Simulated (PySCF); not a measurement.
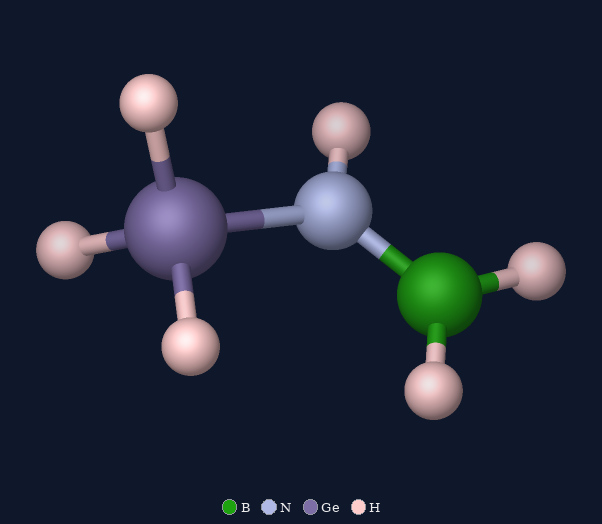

Computed geometry: PBE0-D3(BJ)/def2-SVP optimisation. No frequency run is at hand to confirm it as a minimum.

Give the structural formula.

SMILES: B[NH][GeH3]

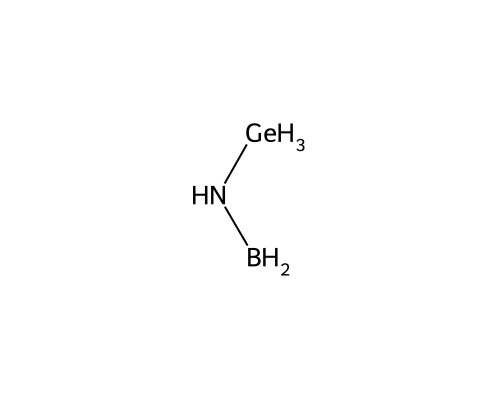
